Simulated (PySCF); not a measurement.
C3H9Al (SMILES CC[CH2][AlH2])

```xyz
13

C    -1.2123    0.2523   -1.0418
C    -0.8207   -0.3487    0.2984
C     0.6206   -0.8900    0.2467
Al    1.7629    0.7167   -0.1043
H    -0.4769    1.0211   -1.3180
H    -2.1969    0.7129   -1.0021
H    -1.2134   -0.5062   -1.8223
H    -0.8835    0.4335    1.0639
H    -1.5289   -1.1358    0.5720
H     0.6863   -1.6659   -0.5305
H     0.8320   -1.4165    1.1893
H     3.1209    0.7213   -0.8510
H     1.3055    2.1059    0.4208
```

Geometry: GFN2-xTB.

Method: CAM-B3LYP/def2-SVPD, SCF density, gas phase in PySCF.

What can the converged electron density and electron localisation function tell about the bonding?

Answer. C–C (1.52 Å): ρ is about 1.7 e/Å³ halfway; the ELF peaks at about 0.95 between the atoms: localised, covalent bonding.
C–H (1.09 Å): the density is about 2 e/Å³ at the midpoint; the ELF climbs to about 1 towards the hydrogen, as it does in any bond to H; an ordinary covalent bond to hydrogen.

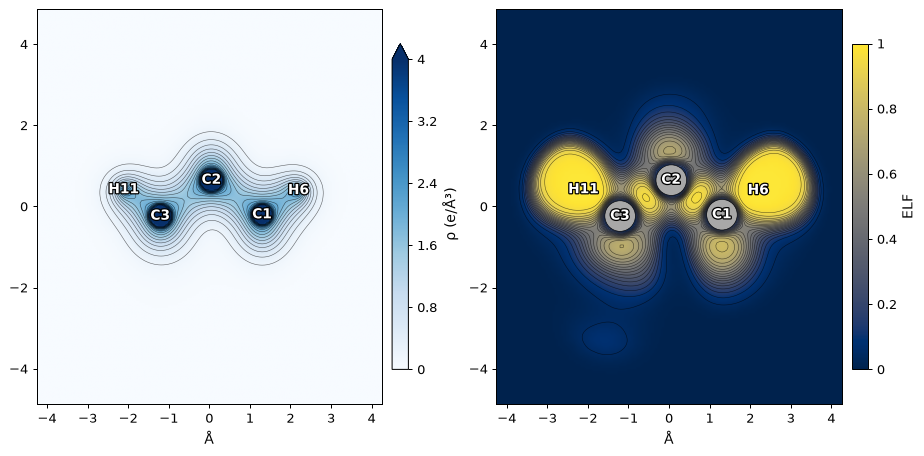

Computed electron density and electron localisation function on the plane of atoms C2, C3 and H11, in this order. Grey discs cover the atomic cores in the ELF map. 
